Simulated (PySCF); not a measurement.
C$_{2}$H$_{7}$ClOSi$_{3}$

The calculation's input:

```
{"job": {"kind": "nmr", "xc": "PBE0", "basis": "pcSseg-1"}, "charge": 0, "multiplicity": 1}
C      1.987523    -1.795687    -1.598665
C      1.377224    -1.191474    -0.756936
Si     0.474482    -0.213789     0.541322
Si     1.258689     1.917256     0.934207
Cl     0.421001    -1.431406     2.170183
O     -1.056833    -0.038218     0.026699
Si    -2.554415    -0.470080    -0.429586
H      2.514698    -2.333671    -2.334028
H      2.577263     1.872798     1.573864
H      1.409062     2.662466    -0.319800
H      0.382363     2.710798     1.803951
H     -3.023478    -1.530678     0.458388
H     -2.451583    -0.925004    -1.813222
H     -3.316674     0.766219    -0.278542
```

Run with:

```sh
OMP_NUM_THREADS=1 python probes_run.py task.json out
```

Geometry: GFN2-xTB.

All numbers below come from PySCF, PBE0/pcSseg-1, SCF density, gas phase, non-relativistic.

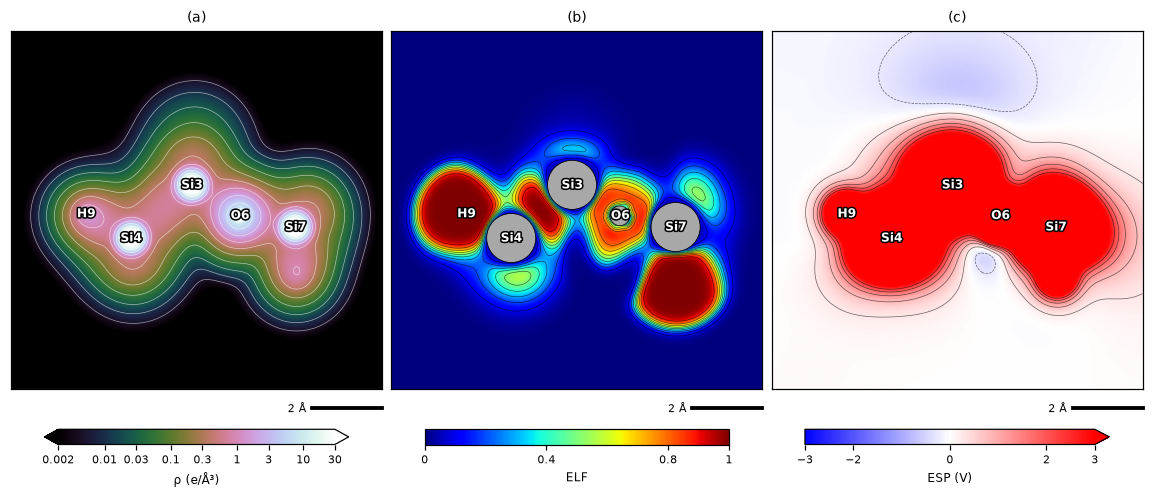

Figure 1. (a) total electron density; (b) ELF; (c) molecular electrostatic potential on the plane of atoms Si4, Si3 and O6. Grey discs cover the atomic cores in the ELF map.

What do the fields say about this system?

Answer.
- Atoms in the plane: Si, O and H.
- Si–O (1.62 Å): ρ is about 1.1 e/Å³ halfway; the ELF peaks at about 0.85 between the atoms: a short, strongly polar bond.
- Si–Si (2.30 Å): ρ is about 0.7 e/Å³ halfway; the ELF peaks at about 1 between the atoms (localised, covalent bonding).
- Si–H (1.47 Å): ρ is about 0.8 e/Å³ halfway; the ELF climbs to about 1 towards the hydrogen, as it does in any bond to H.
- The ELF also peaks beside O6, away from the bonds: lone-pair regions.
- Outside the dense part of the molecule the potential is most negative (−0.7 V) near Cl5, which lies off the plane.

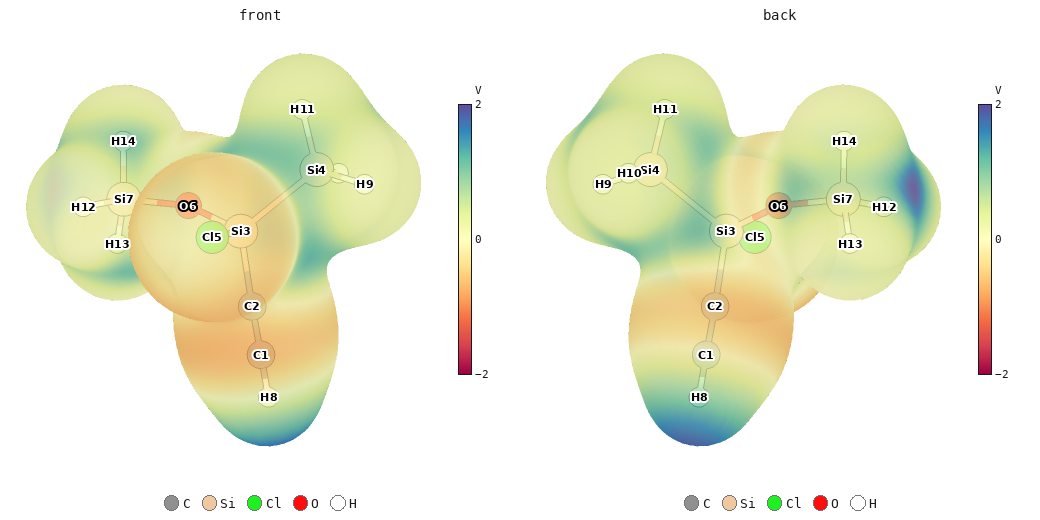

Figure 2. The molecular electrostatic potential painted on the density surface at 0.002 e/bohr³, seen from the front and from behind; red is negative and blue positive.

Describe the electrostatic potential map.

Answer. The most negative region (about −0.7 V) lies over C1 and C2, the most positive (about +1.8 V) over Si7 and H8.
